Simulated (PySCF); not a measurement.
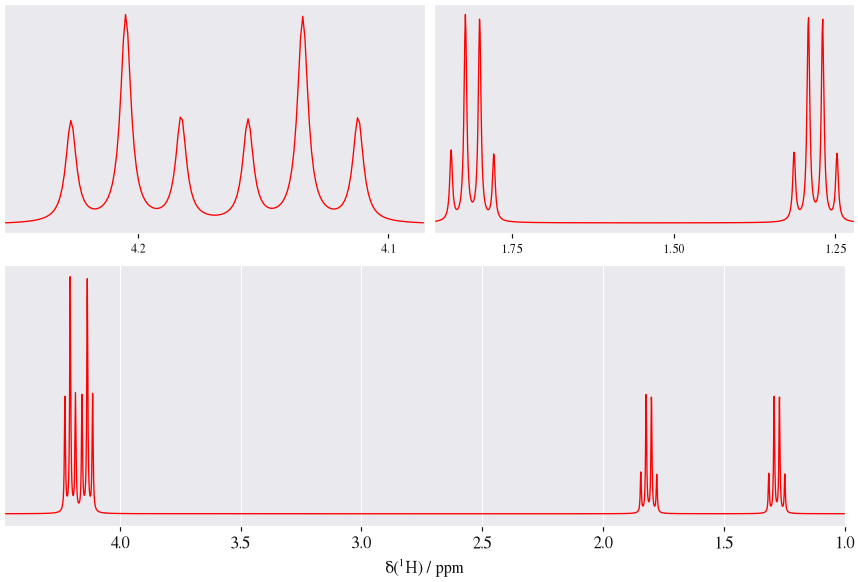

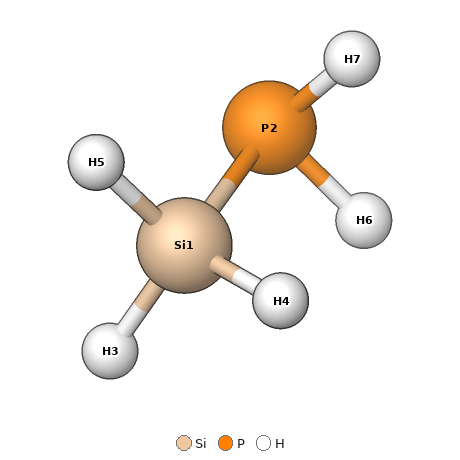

SiPH₅, SMILES [SiH3]P. Simulated ¹H spectrum at 300 MHz, line width 1.5 Hz, from GIAO shifts (PBE0/cc-pVTZ, against TMS) and couplings (B3LYP/aug-cc-pVTZ-J), PySCF 2.14.0, at a PBE0-D3(BJ)/def2-SVP geometry (no frequency check). Gas phase, values of one conformer, averaged over methyl-type rotors and exact or near symmetry; couplings among ¹H and to ³¹P are treated exactly, other nuclei are left out. The upper panels enlarge each group of lines, each scaled alone.

> Assign the signals.

```tsv
δ (ppm)	nuclei	atoms
4.17	3	H3, H4, H5
1.55	2	H6, H7
```

> Which couplings enter the simulation?

| pair | J (Hz) |
| --- | --- |
| H6–P2, H7–P2 | 159.0 |
| H3/H4/H5 – P2 | 21.2 |
| H3/H4/H5 – H6/H7 | 6.6 |

Not listed: couplings under 0.5 Hz, those between magnetically equivalent nuclei.
